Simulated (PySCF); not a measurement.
# CH7BN2Si (SMILES N#C[BH-]([NH3+])[SiH3]) at CCSD(T)/STO-3G

What is the vertical singlet–triplet gap of CH7BN2Si at CCSD(T)/STO-3G? 

The calculation is run with PySCF 2.14.0.

## Step 1: Starting point

CH7BN2Si: 12 atoms, total charge 0, spin state singlet. As SMILES, `N#C[BH-]([NH3+])[SiH3]`. Geometry: relaxed at GFN2-xTB.

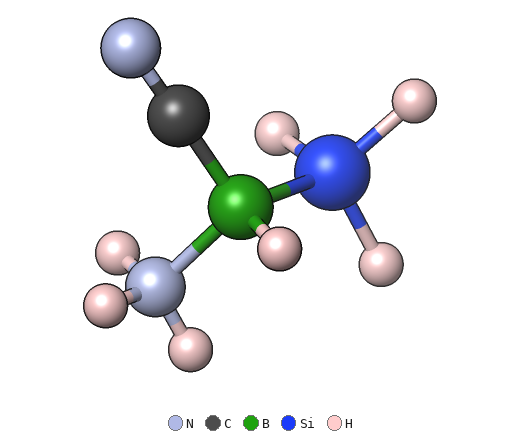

Viewed from a chosen angle; nitrogen light blue, carbon dark grey, boron green, silicon blue, hydrogen pink.

## Step 2: The energy at CCSD(T)/STO-3G

calc.py reads:

```python
from pyscf import gto, scf, cc

mol = gto.M(
    atom='''
N     -5.510687    -0.354097     0.139953
C     -3.405211     0.019804     0.533243
B     -0.569923     0.469332     1.037592
N      0.642469    -2.413785     1.268327
Si     1.151958     2.159862    -1.835245
H     -0.260007     1.435965     3.052380
H      2.529739    -2.285548     1.595893
H      0.342607    -3.346308    -0.384748
H     -0.209930    -3.370440     2.701552
H      3.922618     2.267142    -1.415254
H      0.973001     0.678657    -4.202883
H      0.393365     4.739433    -2.490791
''',
    max_memory=1860,
    verbose=3,
    basis='sto-3g',
    unit='bohr',
)

hf = scf.RHF(mol)
hf.conv_tol = 1e-10
hf.kernel()
if not hf.converged:
    hf = hf.newton().run(hf.mo_coeff, hf.mo_occ)

mycc = cc.CCSD(hf, frozen=9)
mycc.kernel()
e_t = mycc.ccsd_t()
energy = mycc.e_tot + e_t
print('Final energy', energy)
```

The run is started by

```
$ OMP_NUM_THREADS=1 python calc.py
```

What it wrote:

```text
converged SCF energy = -458.950745789886
E(CCSD) = -459.2809665485468  E_corr = -0.3302207586609899
CCSD(T) correction = -0.00328296153074244
Final energy -459.2842495100775
```

Wall time 1.4 s (1 thread of Arm Neoverse V1, shared host); peak memory 0.11 GiB.

## Step 3: The triplet at the same level

input.py reads:

```python
from pyscf import gto, scf, cc

mol = gto.M(
    atom='''
N     -5.510687    -0.354097     0.139953
C     -3.405211     0.019804     0.533243
B     -0.569923     0.469332     1.037592
N      0.642469    -2.413785     1.268327
Si     1.151958     2.159862    -1.835245
H     -0.260007     1.435965     3.052380
H      2.529739    -2.285548     1.595893
H      0.342607    -3.346308    -0.384748
H     -0.209930    -3.370440     2.701552
H      3.922618     2.267142    -1.415254
H      0.973001     0.678657    -4.202883
H      0.393365     4.739433    -2.490791
''',
    verbose=4,
    unit='bohr',
    basis='sto-3g',
    charge=0,
    spin=2,
    max_memory=1860,
)

myscf = scf.UHF(mol)
myscf.conv_tol = 1e-10
myscf.kernel()
if not myscf.converged:
    myscf = myscf.newton().run(myscf.mo_coeff, myscf.mo_occ)

mycc = cc.CCSD(myscf, frozen=9)
mycc.kernel()
e_t = mycc.ccsd_t()
energy = mycc.e_tot + e_t
print(f'total energy: {energy:.8f} hartree')
```

The run is started by

```
$ OMP_NUM_THREADS=1 python input.py
```

What it wrote:

```text
PySCF version 2.14.0

[... 47 lines left out ...]
WARN: HOMO 0.14452006858864 >= LUMO -0.249071862592532
[... 5 lines left out ...]
WARN: HOMO 0.138958759375943 >= LUMO 0.0100320343345759
[... 5 lines left out ...]
WARN: HOMO 0.0559123279789124 >= LUMO 0.0154082936495707
[... 75 lines left out ...]
converged SCF energy = -458.718635665001  <S^2> = 2.0086323  2S+1 = 3.0057494
[... 12 lines left out ...]
Init t2, MP2 energy = -0.198717627663304
[... 41 lines left out ...]
UCCSD converged
[... 2 lines left out ...]
total energy: -459.00952034 hartree
```

It took 5.1 s on 1 thread of Arm Neoverse V1, shared host; peak memory 0.13 GiB.

## Step 4: Outcome

Level: CCSD(T)/STO-3G, 9 core orbitals frozen.

```
                                                           quantity          value
                                              singlet: total energy  -459.28425 Eh
                      singlet: dipole moment (Hartree–Fock density)         7.10 D
                       singlet: HOMO energy (Hartree–Fock orbitals)       -8.11 eV
                       singlet: LUMO energy (Hartree–Fock orbitals)       10.05 eV
                     singlet: HOMO–LUMO gap (Hartree–Fock orbitals)       18.16 eV
               singlet: correlation energy (9 core orbitals frozen)     -333.5 mEh
                                            singlet: (T) correction      -3.28 mEh
                                             singlet: T1 diagnostic          0.006
                                              triplet: total energy  -459.00952 Eh
                      triplet: dipole moment (Hartree–Fock density)         6.64 D
triplet: HOMO energy (Hartree–Fock orbitals) (highest over α and β)       -3.54 eV
 triplet: LUMO energy (Hartree–Fock orbitals) (lowest over α and β)        4.45 eV
               triplet: correlation energy (9 core orbitals frozen)     -290.9 mEh
                                            triplet: (T) correction      -8.84 mEh
                         triplet: ⟨S²⟩ of the reference determinant          2.009
                                             triplet: T1 diagnostic          0.011
                   vertical energy of the triplet above the singlet       7.476 eV
```

What this shows: At this shape the triplet lies 7.48 eV (721 kJ/mol) above the singlet. In a minimal basis such a difference can be off by several eV, whatever the method. Mulliken charges (singlet) of the mean-field density run from -0.42 on N4 to +0.54 on Si5. The triples (singlet) make up 1.0 % of the correlation energy. Mulliken charges (triplet) of the mean-field density run from -0.42 on N4 to +0.53 on Si5. The triples (triplet) make up 3.0 % of the correlation energy.
